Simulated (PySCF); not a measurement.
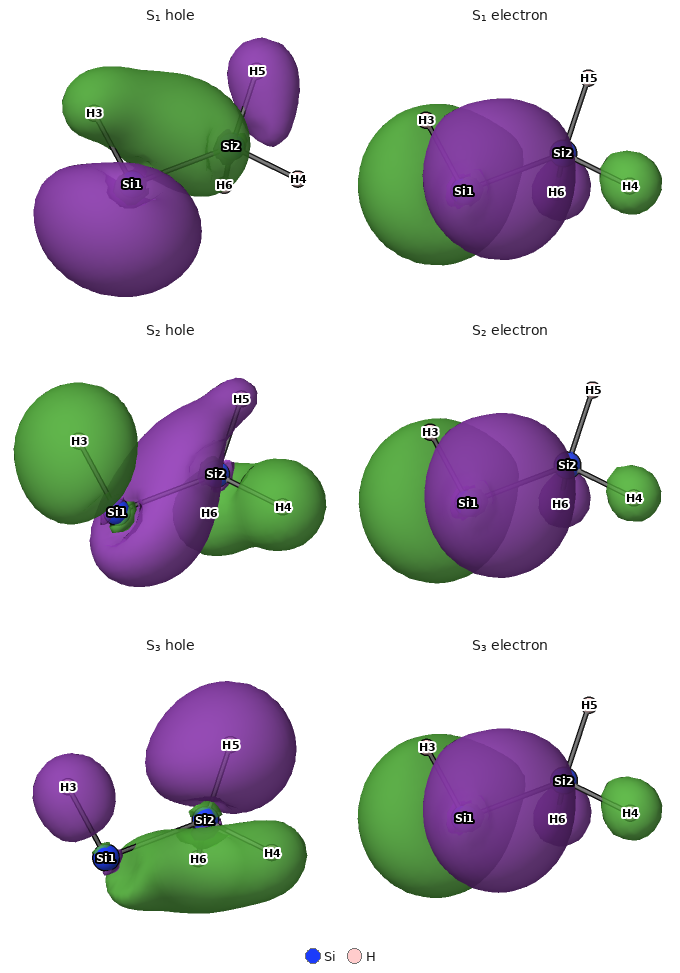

*H4Si2, SMILES `[SiH][SiH3]`. Leading natural transition orbitals (TDA singlet states).*

PySCF calculation, B3LYP/def2-TZVP, gas phase; geometry: GFN2-xTB. No frequency check shows the geometry to be a minimum. Without diffuse functions Rydberg states are missing, so the states' numbers hold for this basis only.

Input

```python
import numpy as np
from pyscf import gto, scf, dft, tdscf
from pyscf.scf import atom_ks, atom_hf
from scipy.linalg import block_diag

def solve(mol, dm0=None, hcore=None):
    mf = (dft.UKS if mol.spin else dft.RKS)(mol, xc='b3lyp')
    mf.grids.level = 3
    mf = mf.density_fit(auxbasis='def2-universal-jkfit')
    mf.conv_tol, mf.max_cycle = 1e-8, 80
    if hcore is not None:
        mf.get_hcore = lambda *args: hcore
    mf.kernel(dm0)
    if not mf.converged:
        mf = mf.newton().run(mf.mo_coeff, mf.mo_occ, max_cycle=30)
    assert mf.converged, 'SCF not converged'
    return mf

mol = gto.M(atom='''
Si    -1.25073    -0.10079    -0.00002
Si     1.02545     0.02691    -0.00007
H     -1.70453     1.32737     0.00023
H      1.46829    -0.74551     1.17728
H      1.92123     1.19715     0.00068
H      1.46894    -0.74477    -1.17695
''', basis='def2-tzvp', charge=0, spin=0, verbose=4)
mf = solve(mol)
td = mf.TDA()
td.nstates, td.singlet, td.conv_tol = 4, True, 1e-5
td.kernel()
td.analyze()
x, y = np.array([p[0] for p in td.xy]), np.array([p[1] + 0 * p[0] for p in td.xy])
f, mu = td.oscillator_strength(), td.transition_dipole()
nto = [td.get_nto(state=i + 1, verbose=4) for i in range(len(td.e))]
# spherically averaged free atoms, for the promolecule
atm = atom_ks.get_atm_nrks(mol, xc='b3lyp')
pro = block_diag(*[(atm[a[0]][2] * atm[a[0]][3]) @ atm[a[0]][2].T for a in mol._atom])
np.savez('result.npz', e=td.e, f=f, ok=td.converged, w=[n[0] for n in nto], nto=[n[1] for n in nto], x=x, y=y, c=mf.mo_coeff, occ=mf.mo_occ, eps=mf.mo_energy, pro=pro, mu=mu)
```

Launched as:

```sh
OMP_NUM_THREADS=1 python input.py
```

The run took 39 s on 1 thread of Intel(R) Xeon(R) 6975P-C (Granite Rapids) (shared host), peak memory 0.51 GiB.

Question: Describe these excited states.

Answer: By state:
- S₁: 1.80 eV (687 nm), f = 0.007; the leading pair carries 100 %; hole on Si1 (68 %), Si2 (19 %) and H3 (7 %), electron on Si1 (76 %), Si2 (13 %) and H3 (6 %); their centroids lie 0.1 Å apart.
- S₂: 3.82 eV (324 nm), f = 0.007; the leading pair carries 99 %; hole on Si1 (36 %), Si2 (25 %) and H3 (24 %), electron on Si1 (79 %), Si2 (11 %) and H3 (6 %); their centroids lie 0.7 Å apart.
- S₃: 5.11 eV (243 nm), f = 0.001 (very weak), charge transfer, whose energy this functional puts too low; the leading pair carries 100 %; hole on Si2 (40 %), H5 (34 %) and Si1 (10 %), electron on Si1 (77 %), Si2 (12 %) and H3 (5 %); their centroids lie 2.2 Å apart.
